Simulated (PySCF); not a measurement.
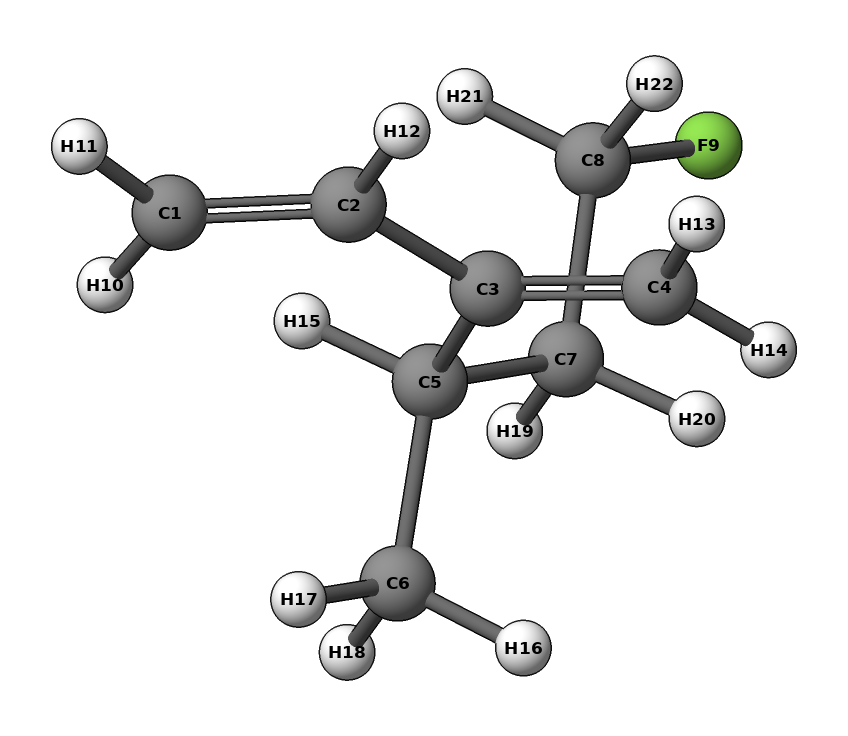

The questions are on isotropic NMR shieldings of the H atoms. Computed geometry: GFN2-xTB optimisation. No frequency run is at hand to confirm it as a minimum. Level of theory: GIAO PBE0/pcSseg-1 NMR shielding, non-relativistic, gas phase (PySCF 2.14.0).

### Which H atom is the most shielded (lowest chemical shift)?

H16 (30.80 ppm).

### Which H atom is the least shielded (highest chemical shift)?

H12 (25.06 ppm).

### How wide is the range of H shifts?

5.74 ppm.

Give the isotropic NMR shieldings of the H atoms atom by atom.

| atom | σ (ppm) |
| --- | --- |
| H10 | 26.19 |
| H11 | 26.30 |
| H12 | 25.06 |
| H13 | 26.27 |
| H14 | 26.20 |
| H15 | 29.43 |
| H16 | 30.80 |
| H17 | 30.20 |
| H18 | 30.50 |
| H19 | 29.74 |
| H20 | 29.62 |
| H21 | 27.24 |
| H22 | 26.87 |
